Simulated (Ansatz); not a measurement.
# G0W0 on several functionals: K3SI (antiperovskite) (Pm-3m)

One-shot GW is not self-consistent; how far does the start matter for K3SI (antiperovskite) (Pm-3m)?

Program: Ansatz 0.2.0. Level of theory: G0W0 on several functionals, plane waves, PAW. Results are calculated unless marked as measured.

The structure was built from a prototype and need not be the compound's stable phase.

In doubt: masses and optical values from hybrid runs of this build are listed as unsure (steps 3, 4), which bears on the screening that GW takes from such a start.

## Step 1: The structure

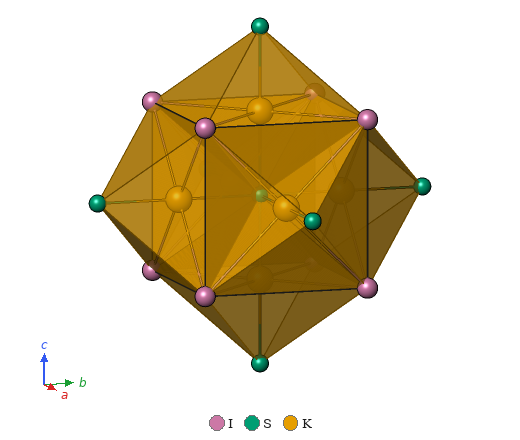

The cell as given, slightly off an axis (iodine pink, sulfur teal, potassium orange). Some periodic images of atoms are drawn too.

The structure was relaxed with PBE. The structure type comes from a generator and need not be one that this composition takes. The runs that relaxed it are not among those shown. Spin-orbit coupling is left out unless a step names it. The default PAW set here is soft_2. Its files were made with PBE.

## Step 2: G0W0 on PBE

Now the one-shot GW correction: screening in the RPA, then the self-energy of the levels asked for.

This step: G0W0 on PBE, plane waves, PAW.

Input file input.yaml:

```yaml
crystal:
  lattice:
    - [6.0335581096, 0.0, 0.0]
    - [0.0, 6.0335581096, 0.0]
    - [0.0, 0.0, 6.0335581096]
  atoms:
    - { symbol: I, position: [0.0, 0.0, 0.0] }
    - { symbol: S, position: [0.5, 0.5, 0.5] }
    - { symbol: K, position: [0.5, 0.5, 0.0] }
    - { symbol: K, position: [0.5, 0.0, 0.5] }
    - { symbol: K, position: [0.0, 0.5, 0.5] }
kpoints:
  mp_grid: { grid: [2, 2, 2] }
hamiltonian:
  xc: pbe
scf:
  occupations: { method: fixed }
gw:
  n_empty_bands: 655
  ecut_chi: 120.0
  qp_bands: [v2, c2]
  qp_kpoints: band_edges
  screening: { model: contour_deformation }
```

The run is started by

```
> ansatz run input.yaml --threads 4 --pin off --max-ram 17510MiB --backend cpu --events-out ev --progress --plain --runs-dir out
```

Numbers of over 12 decimals in the logs are rounded to 6 here.

Output:

```text
Engine: ansatz 0.2.0, aarch64-unknown-linux-gnu
Pseudopotentials: kind: paw
Pseudopotential: I, paw, valence charge 17, recommended cutoff 420 eV (normal), I.paw.azcp
Pseudopotential: S, paw, valence charge 6, recommended cutoff 420 eV (normal), S.paw.azcp
Pseudopotential: K, paw, valence charge 9, recommended cutoff 420 eV (normal), K.paw.azcp
Functional definition: PBE
  parameter kappa = 0.804
  parameter beta = 0.066725
  exchange = pbe_x(kappa = kappa, mu = beta*pi^2/3)
  correlation = pbe_c(beta = beta)
Crystal: 5 atoms, lattice volume = 219.645 Å³
Basis set: ecut = 420 eV, 4337 PW (Γ)
Bands: 30, of which v1, the nominal top of the filled ones, is band 25 counted from 1 (24 counted from 0)
Symmetry: 48 space group operations
Space group: Pm-3m (ITA 221), of the structure as read, at distance tolerance 6.0e-5 Å
k-points: 4 of 8
Non-local potential: I, projectors of the file, l = 0: 2, l = 1: 2, l = 2: 2, l = 3: 2
Non-local potential: S, projectors of the file, l = 0: 2, l = 1: 2, l = 2: 2
Non-local potential: K, projectors of the file, l = 0: 3, l = 1: 2, l = 2: 2
PAW form: soft (Blöchl's): semilocal exchange-correlation on the pseudo side does not see the compensation charge
PAW one-centre angular grid: I, 590 points (default); XC on 64 Gauss nodes
PAW one-centre angular grid: S, 110 points (default); XC on 64 Gauss nodes
PAW one-centre angular grid: K, 110 points (default); XC on 64 Gauss nodes
Initial density: superposition of atomic densities (neutral atoms: chi_scale 0, normalization atom), corrected by the library's trained network
Initial wavefunctions: pseudopotential atomic-orbital guess
Functional: x = pbe(κ = 0.804, μ = 0.219515), c = pbe(β = 0.066725)
SCF iter   1: F=—  HF=-13034.165682 eV  |F-HF|=—  |Δ(HF+E_count)|=         —  Δρ=1.17e-3  dr2=6.38e-3  ethr=1.77e-3  ⟨swp⟩=5.8  Hψ=457  notcnv=0  defer=9
preconditioner: auto → Resta (q_TF=auto, 2.132 Å⁻¹)  ε∞=2.3  [insulator: Δε(μ)=1.719 eV  Ē_g=12.978 eV  n_scr=32 (ndim 8)  ℏωp=14.6 eV  f_vac=0.161  ε∞_Penn≈2.3]
SCF iter   2: F=—  HF=-13034.164436 eV  |F-HF|=—  |Δ(HF+E_count)|=   1.25e-3  Δρ=4.12e-4  dr2=6.25e-4  ethr=1.28e-5  ⟨swp⟩=3.5  Hψ=254  notcnv=0  defer=10
SCF iter   3: F=—  HF=-13034.164428 eV  |F-HF|=—  |Δ(HF+E_count)|=   7.70e-6  Δρ=1.19e-4  dr2=4.09e-5  ethr=1.25e-6  ⟨swp⟩=2.0  Hψ=156  notcnv=0  defer=10
SCF iter   4: F=—  HF=-13034.164457 eV  |F-HF|=—  |Δ(HF+E_count)|=   2.84e-5  Δρ=4.23e-5  dr2=3.81e-6  ethr=8.18e-8  ⟨swp⟩=2.8  Hψ=214  notcnv=0  defer=10
SCF iter   5: F=—  HF=-13034.164464 eV  |F-HF|=—  |Δ(HF+E_count)|=   7.21e-6  Δρ=1.13e-5  dr2=3.23e-7  ethr=7.62e-9  ⟨swp⟩=2.0  Hψ=148  notcnv=0  defer=11
SCF iter   6: F=-13034.164464 eV  HF=-13034.164464 eV  |F-HF|=1.44e-8  |Δ(HF+E_count)|=   5.70e-7  Δρ=1.65e-6  dr2=6.74e-9  ethr=2.00e-10  ⟨swp⟩=10.8  Hψ=602  notcnv=0
SCF 1 converged in 6 iterations: F = -13034.164464 eV  dr2 = 6.74e-9
  greatest PAW one-centre occupation: 0.999 electrons in one spin orbital (limit 2), on the I atom at site 0 (counted from 0), in its partial waves of l = 2
NSCF: frozen V_eff on 4 k-points
G₀W₀ screening: q 1/4
[... further progress lines ...]
SCF converged after 6 iterations
Free energy (F): -13034.164464 eV
Harris-Foulkes:  -13034.164464 eV  (|F-HF|=1.44e-8)
Internal energy: -13034.164464 eV  (E = F + TS)
E sigma→0 (E₀):  -13034.164464 eV
Fermi energy:    2.424135 eV
--- Per-component energies (eV) ---
  E_band       = -795.170132
  E_kinetic    = 1058.494356
  E_local      = -4477.345878  (includes V_loc(G=0)·N_el)
  E_nonlocal   = -24.038797
  E_hartree    = 1934.446735
  E_xc         = -631.553856
  E_vxc        = -711.752752  (∫ρ·V_xc dr)
  E_paw        = -7762.811622  (= ΣΔE_a)
  E_vpaw       = -509.420834  (= ΣTr[D̂ρ^β])
  E_aug_tail   = -0.000012  (compensation charges beyond the density's cutoff)
  E_ewald      = -3131.355390
  E_smearing   = -0.000000  (= −TS)
  E_closure    = 0.000000  (closes the sum)
  Σ components = -13034.164464   (vs F -13034.164464, Δ=0.00e0)
--- Band table (eV) ---
  k-point 0: bands = [... 21 lower, 0.5919, 2.4241, 2.4241, 2.4241, 4.1272, 5.8899, 5.8899, 6.9951, ... 1 higher]
  k-point 1: bands = [... 21 lower, 0.5933, 1.7146, 2.3230, 2.3230, 5.4647, 6.2292, 6.5628, 7.5316, ... 1 higher]
  k-point 2: bands = [... 21 lower, 0.5885, 1.8081, 1.8081, 2.2759, 6.0364, 6.1848, 7.2579, 7.2579, ... 1 higher]
  k-point 3: bands = [... 21 lower, 0.4494, 1.6324, 1.6324, 1.6324, 6.6581, 6.6581, 6.6581, 7.1435, ... 1 higher]
--- G₀W₀: contour deformation, 7 samples at zero and on the imaginary axis and 1 off it, 8 q-points, 655 empty bands' worth ---
  eigenvalues of the whole cell's RPA ε∞ on this k-mesh (on a slab, of 1 + 4πα/V) = 3.1222, 3.1222, 3.1222; static W/v taken at q = 0 is 0.320284
  bands read: the sum over 680 bands ends inside a degenerate multiplet in 2 slots, whose members it reads at an even weight; the widest, k=0: bands 680 to 682 (counted from 1) at 1/3 each
  gw.qp_kpoints: band_edges: 4 of 4 stored k-points solved, in 1 pass; an edge of the gap read off the rows below is read off those points alone
  `?` marks the rows in doubt; gw_qp.tsv's column doubts and the gw_qp event give each row's grounds
    ik  band        ε_KS         Σx   Σc(E_QP)       V_xc       Z   E_QP_lin       E_QP  E_QP is
     0    24      2.4241   -17.4635     2.2734   -14.0385  0.7187     1.1703     1.2725  root ?
     0    25      2.4241   -17.4635     2.2734   -14.0385  0.7187     1.1703     1.2725  root ?
     0    26      4.1272    -3.2877    -2.9780    -6.5838  0.7974     4.4491     4.4452  root
     0    27      5.8899    -2.4974    -3.0460    -5.9896  0.7942     6.3447     6.3360  root
     1    24      2.3230   -17.1699     2.2867   -13.7283  0.7179     1.0636     1.1682  root ?
     1    25      2.3230   -17.1699     2.2867   -13.7283  0.7179     1.0636     1.1682  root ?
     1    26      5.4647    -3.8870    -3.0403    -7.3304  0.7833     5.8746     5.8678  root
     1    27      6.2292    -4.8250    -3.2838    -8.5725  0.7785     6.7028     6.6929  root
     2    24      1.8081   -16.6148     2.3083   -13.1678  0.7111     0.5605     0.6694  root ?
     2    25      2.2759   -17.0750     2.2858   -13.6358  0.7175     1.0177     1.1225  root ?
     2    26      6.0364    -3.2582    -3.0446    -6.6476  0.7884     6.3862     6.3812  root
     2    27      6.1848    -3.1959    -3.1570    -6.7745  0.7894     6.6140     6.6063  root
     3    24      1.6324   -16.0188     2.3560   -12.5185  0.7076     0.3751     0.4881  root ?
     3    25      1.6324   -16.0188     2.3560   -12.5185  0.7076     0.3751     0.4881  root ?
     3    26      6.6581    -3.9092    -3.2558    -7.7658  0.7793     7.2762     7.2589  root
     3    27      6.6581    -3.9092    -3.2558    -7.7658  0.7793     7.2762     7.2589  root
```

Run time: 59 s. Hardware: 4 threads of Arm Neoverse V2, shared host; peak memory 3.4 GiB.

Numbers from this step:

```
bands summed                                 : 680
RPA ε∞ on this mesh (eigenvalues)            : 3.122, 3.122, 3.122
plane waves in the screening matrix          : 691
q-points in the mesh                         : 8
G0W0 gap on the mesh                         : 3.173 eV
k of the valence top                         : 0, 0, 0
k of the conduction bottom                   : 0, 0, 0
starting gap on the mesh                     : 1.703 eV
Z at the valence top                         : 0.7187
Z at the conduction bottom                   : 0.7974
least direct G0W0 gap on the computed points : 3.173 eV
```

The gap on the mesh goes from 1.70 eV to 3.17 eV, a correction of +1.47 eV. The program marks an edge row as in doubt. Between the two edge states, bare exchange in place of the xc potential would open the gap by 6.72 eV, and correlation takes back 5.25 eV.

## Step 3: G0W0 on HSE06

The same correction from a different start measures what one shot leaves open.

This step: G0W0 on HSE06, plane waves, PAW.

Edit input.yaml of step 2 so:

```diff
@@ -14,3 +14,3 @@
 hamiltonian:
-  xc: pbe
+  xc: hse06
 scf:
```

Output:

```text
[...]
davidson cushion auto → on  (no smearing: the cushion is to keep the highest requested band from converging to the state above it; pin scf.eigensolver.cushion to override)
Crystal: 5 atoms, lattice volume = 219.645 Å³
Basis set: ecut = 420 eV, 4337 PW (Γ)
Bands: 30, of which v1, the nominal top of the filled ones, is band 25 counted from 1 (24 counted from 0)
[... 1 set-up line as in the run before ...]
[...]
k-points: 4 of 8
[...]
SCF iter   1: F=—  HF=-13034.160675 eV  |F-HF|=—  |Δ(HF+E_count)|=         —  Δρ=1.12e-3  dr2=5.08e-3  ethr=1.77e-3  ⟨swp⟩=17.5  Hψ=577  notcnv=0
[...]
SCF iter   2: F=-13034.162413 eV  HF=-13034.162346 eV  |F-HF|=6.69e-5  |Δ(HF+E_count)|=   1.67e-3  Δρ=3.20e-4  dr2=1.39e-4  ethr=2.77e-7  ⟨swp⟩=5.0  Hψ=807  notcnv=0  defer=10
SCF 1 stopped early in 2 iterations: F = -13034.162413 eV  dr2 = 1.39e-4
[...]
Exchange kernel: α = 0.2500, screened, ω = 0.2079 Å⁻¹, Wigner–Seitz truncation, v(0) = 981.0221 eV·Å³, q-mesh 2×2×2, nearest image of the exchange supercell L = 12.07 Å, pair-density grid 27×27×27, without the augmentation charges, whose exchange is taken in its separable form by FFT convolution over the k-point mesh (sized by the pseudopotential files, 45×45×45 at the most), smooth part of the exact exchange by density-matrix convolution
Frozen-core exchange: fock
SCF iter   1: F=—  HF=-13042.304450 eV  |F-HF|=—  |Δ(HF+E_count)|=         —  Δρ=2.11e-3  dr2=1.23e-2  ethr=2.77e-6  ⟨swp⟩=9.2  Hψ=623  notcnv=0
[...]
Free energy (F): -13042.306707 eV
Frozen-core exchange: fock
[...]
Internal energy: -13042.306707 eV  (E = F + TS)
E sigma→0 (E₀):  -13042.306707 eV
Fermi energy:    1.749383 eV
[...]
--- Band table (eV) ---
  k-point 0: bands = [... 21 lower, -0.1383, 1.7494, 1.7494, 1.7494, 4.3826, 6.1654]
  k-point 1: bands = [... 21 lower, -0.1319, 1.0286, 1.6467, 1.6467, 5.7407, 6.5571]
  k-point 2: bands = [... 21 lower, -0.1361, 1.1203, 1.1203, 1.5998, 6.2927, 6.4885]
  k-point 3: bands = [... 21 lower, -0.2786, 0.9409, 0.9409, 0.9409, 7.0150, 7.0150]
  guard bands above this table: 3 of the run's 30 bands. The solve was not asked for them (output.publish_guard_bands: true or output.eigenvalues: true publishes all)
[...]
0    24      1.7494   -17.4746     1.7886   -14.7661  0.7742     0.8095     0.8295  root
     0    25      1.7494   -17.4746     1.7886   -14.7661  0.7742     0.8095     0.8295  root
     0    26      4.3826    -3.1501    -2.7458    -6.2217  0.8445     4.7101     4.7084  root
     0    27      6.1654    -2.3179    -2.7394    -5.4608  0.8428     6.5717     6.5689  root
     1    24      1.6467   -17.2169     1.8010   -14.4899  0.7736     0.6999     0.7206  root
     1    25      1.6467   -17.2169     1.8010   -14.4899  0.7736     0.6999     0.7206  root
     1    26      5.7407    -3.5872    -2.7793    -6.7539  0.8353     6.1308     6.1281  root
     1    27      6.5571    -4.4842    -2.9884    -7.9004  0.8287     6.9884     6.9849  root
[...]
3    24      0.9409   -16.1678     1.8487   -13.3861  0.7668    -0.0165     0.0079  root
     3    25      0.9409   -16.1678     1.8487   -13.3861  0.7668    -0.0165     0.0079  root
     3    26      7.0150    -3.6324    -2.9213    -7.0838  0.8313     7.5507     7.5451  root
     3    27      7.0150    -3.6324    -2.9213    -7.0838  0.8313     7.5507     7.5451  root
```

It took 4.2 min on 4 threads; peak memory 2.5 GiB.

This step gave:

| Item | Value |
| --- | --- |
| bands summed | 680 |
| RPA ε∞ on this mesh (eigenvalues) | 2.479, 2.479, 2.479 |
| plane waves in the screening matrix | 691 |
| q-points in the mesh | 8 |
| G0W0 gap on the mesh | 3.879 eV |
| k of the valence top | 0, 0, 0 |
| k of the conduction bottom | 0, 0, 0 |
| starting gap on the mesh | 2.633 eV |
| Z at the valence top | 0.7742 |
| Z at the conduction bottom | 0.8445 |
| least direct G0W0 gap on the computed points | 3.879 eV |

Against the run with 2×2×2 mesh, 655 empty bands, screening to 120 eV on PBE, the gap moves by +0.71 eV, while the start moved by +0.93 eV.

## Step 4: G0W0 on PBE0

This step: G0W0 on PBE0, plane waves, PAW.

Edit input.yaml of step 3 so:

```diff
@@ -14,3 +14,3 @@
 hamiltonian:
-  xc: hse06
+  xc: pbe0
 scf:
```

Output:

```text
[...]
Crystal: 5 atoms, lattice volume = 219.645 Å³
Basis set: ecut = 420 eV, 4337 PW (Γ)
Bands: 30, of which v1, the nominal top of the filled ones, is band 25 counted from 1 (24 counted from 0)
[... 1 set-up line as in the run before ...]
[...]
k-points: 4 of 8
[...]
SCF iter   1: F=—  HF=-13034.160864 eV  |F-HF|=—  |Δ(HF+E_count)|=         —  Δρ=1.12e-3  dr2=5.11e-3  ethr=1.77e-3  ⟨swp⟩=17.5  Hψ=577  notcnv=0
[...]
1    26      6.0788    -3.5705    -2.6536    -6.3969  0.8532     6.2520     6.2515  root
     1    27      6.9073    -4.4656    -2.8524    -7.5278  0.8471     7.1177     7.1172  root
[...]
3    24      0.5402   -16.1810     1.6625   -13.8018  0.7905    -0.1859    -0.1765  root
     3    25      0.5402   -16.1810     1.6625   -13.8018  0.7905    -0.1859    -0.1765  root
     3    26      7.3689    -3.6154    -2.7826    -6.7091  0.8482     7.6814     7.6801  root
     3    27      7.3689    -3.6154    -2.7826    -6.7091  0.8482     7.6814     7.6801  root
[key lines of the parts left out:]
Free energy (F): -13042.320041 eV
Fermi energy:    1.358798 eV
```

Wall time 4.4 min (4 threads); peak memory 2.5 GiB; 16 min of CPU time.

Numbers from this step:

* bands summed: 680
* RPA ε∞ on this mesh (eigenvalues): 2.324, 2.324, 2.324
* plane waves in the screening matrix: 691
* G0W0 gap on the mesh: 4.163 eV
* k of the valence top: 0, 0, 0
* k of the conduction bottom: 0, 0, 0
* starting gap on the mesh: 3.347 eV
* least direct G0W0 gap on the computed points: 4.163 eV

Against the run with 2×2×2 mesh, 655 empty bands, screening to 120 eV on HSE06, the gap moves by +0.28 eV, while the start moved by +0.71 eV.

## Step 5: Side by side

All on the 2×2×2 mesh with 655 empty bands and screening to 120 eV. Times are wall times on 4 threads of Arm Neoverse V2, shared host, good to a factor of about two.

```
start  starting gap (eV)  shift (eV)  G0W0 gap (eV)  RPA ε∞ (harmonic mean)  Z (valence, conduction)     time
  PBE               1.70       +1.47           3.17                    3.12               0.72, 0.80     59 s
HSE06               2.63       +1.25           3.88                    2.48               0.77, 0.84  4.2 min
 PBE0               3.35       +0.82           4.16                    2.32               0.80, 0.86  4.4 min
```

The parts of the quasiparticle energy at the two band edges (eV; QP = start + Σx + Σc − Vxc):

```
  run               edge  start      Σx     Σc     Vxc     Z    QP
  PBE        valence top   2.42  -17.46   2.27  -14.04  0.72  1.27
  PBE  conduction bottom   4.13   -3.29  -2.98   -6.58  0.80  4.45
HSE06        valence top   1.75  -17.47   1.79  -14.77  0.77  0.83
HSE06  conduction bottom   4.38   -3.15  -2.75   -6.22  0.84  4.71
 PBE0        valence top   1.36  -17.48   1.62  -15.16  0.80  0.66
 PBE0  conduction bottom   4.71   -3.15  -2.63   -5.90  0.86  4.82
```

For a hybrid start, Vxc holds its share of exact exchange.

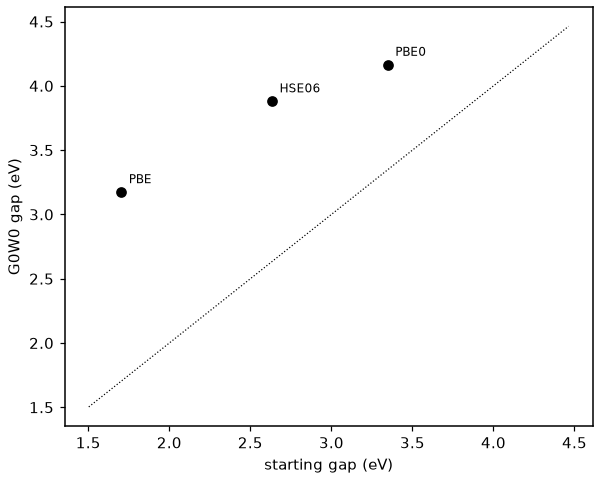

G0W0 gap against starting gap; on the dotted line the correction would vanish.

## Step 6: Outcome

| Item | Value |
| --- | --- |
| G0W0@PBE | 3.17 eV (start 1.70 eV) |
| G0W0@HSE06 | 3.88 eV (start 2.63 eV) |
| G0W0@PBE0 | 4.16 eV (start 3.35 eV) |
| known limits | not at the basis limit; no spin-orbit coupling; coarse k mesh |

What this shows: The starting gaps span 1.64 eV and the G0W0 gaps 0.99 eV. Between PBE and PBE0, 0.99 eV of the 1.64 eV survives, 60 %. PBE0 screens less than PBE (ε∞ 2.32 against 3.12). Of the 0.99 eV by which its G0W0 gap is higher, the correlation part gives +1.00 eV, and exchange with the one-particle terms, which follow the orbitals, −0.01 eV. The smallest correction, +0.82 eV, is on PBE0, the start nearest to reproducing itself. Bands and cutoff are finite, so the gap is not at the basis limit. The miss can reach some tenths of an eV and take either sign; the mesh is an error of its own. The 2×2×2 mesh is coarse for this cell (its supercell is 12 Å along the shortest edge). The RPA ε∞ on it, from the PBE start, is 3.12; such meshes misread the long-range screening, most where the gap is narrow. The program warns that the mesh is coarse for exact exchange, which bears on the hybrid start's gap. The many-body steps are scalar-relativistic: spin-orbit coupling is not in them. The program marks a band-edge row as in doubt, so the gap is less sure than its digits.

[Paths, hosts, dates, memory and timing lines, banners, echoed tables and standing remarks are left out of the program output.]

[Logs are printed without paths, hosts, clocks, repeated set-up lines and the standing remarks that a program may print on its own settings, such as how far it seeks lower states.]

[Runs of the session that timed out or met a known fault of the program may be left out.]

[Cells called generated may have been cut or substituted from an entry of the Crystallography Open Database or the Materials Project.]

[Hosts, paths, dates, database ids (printed as entryN), source tags and the programs' standing remarks are cut or masked in the printed files.]
